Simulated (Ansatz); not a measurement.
Three curves of one kind of scan: energy against volume (even scaling of the relaxed cell, symmetry kept). These are PBEsol (plane waves to 420 eV, PAW, scalar-relativistic; Ansatz, a first-principles code) values and carry that method's errors. Each is measured from its own zero (the relaxed starting cell). 

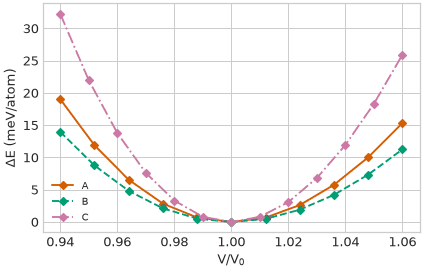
Figure: Curves A, B and C.

Task: Which curve belongs to the crystal with a fitted bulk modulus of 43.5 GPa and a relaxed volume of 25.58 Å³/atom?

Result: Curve B, Mg$_{2}$Sn (antifluorite type, space group Fm-3m): near the minimum ΔE ≈ ½·B₀·V₀·(V/V₀ − 1)², with B₀·V₀ = 6.9 eV/atom.

All were relaxed with their symmetry unable to fall. At this level the bands of Mg2Sn touch or barely overlap; measurements give the solid a gap. KTaO3 is run without spin polarisation. Spin-orbit coupling is left out.

(Under strain, the slope of the energy per volume gives the stress and its curvature an elastic modulus.)
